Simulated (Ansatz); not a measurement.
# CH7BSi2: the cost of one run

Computed with Ansatz 0.2.0, Gaussian basis. Level: the settings change from run to run.

### 1 The molecule

The structure was relaxed beforehand with PBE0-D4 in a triple-zeta def2 set.

SMILES `[SiH3]C1B[SiH2]1`, 11 atoms, charge 0, spin multiplicity 1.

Atoms are counted from 1 here; the program's logs count them from 0.

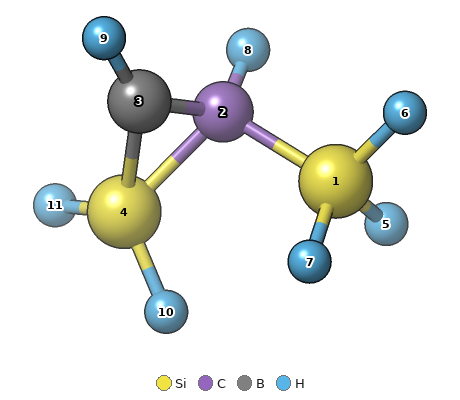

The geometry (silicon yellow, carbon purple, boron grey, hydrogen blue); atoms are numbered from 1 in the order of the file.

### 2 LC-wPBE/aug-pcseg-2

File in.yaml:

```yaml
crystal:
  periodic: [false, false, false]
  atoms:
    - {symbol: Si, position_ang: [-0.972019, 1.065501, -0.437867]}
    - {symbol: C, position_ang: [-0.413284, -0.528919, 0.367119]}
    - {symbol: B, position_ang: [0.661325, -0.458735, 1.425788]}
    - {symbol: Si, position_ang: [1.339647, -0.837890, -0.349358]}
    - {symbol: H, position_ang: [-1.499880, 0.800770, -1.801153]}
    - {symbol: H, position_ang: [-2.053930, 1.678001, 0.379743]}
    - {symbol: H, position_ang: [0.152072, 2.032595, -0.525058]}
    - {symbol: H, position_ang: [-1.303279, -1.151007, 0.489128]}
    - {symbol: H, position_ang: [0.738486, -0.584349, 2.603657]}
    - {symbol: H, position_ang: [1.673864, 0.143002, -1.406760]}
    - {symbol: H, position_ang: [1.742297, -2.216070, -0.724639]}
basis:
  gaussian: {orbitals: aug-pcseg-2}
hamiltonian: {xc: {name: LC-wPBE}}
output: {forces: true}
```

Launch:

```sh
ansatz run in.yaml --threads 2 --pin off --events-out ev --progress --plain --max-ram 4352MiB
```

**Question.** How long does this run take on 2 threads of Arm Neoverse V1, shared host, and how much memory does it need?

About 16 s, with a peak of 1.2 GiB.
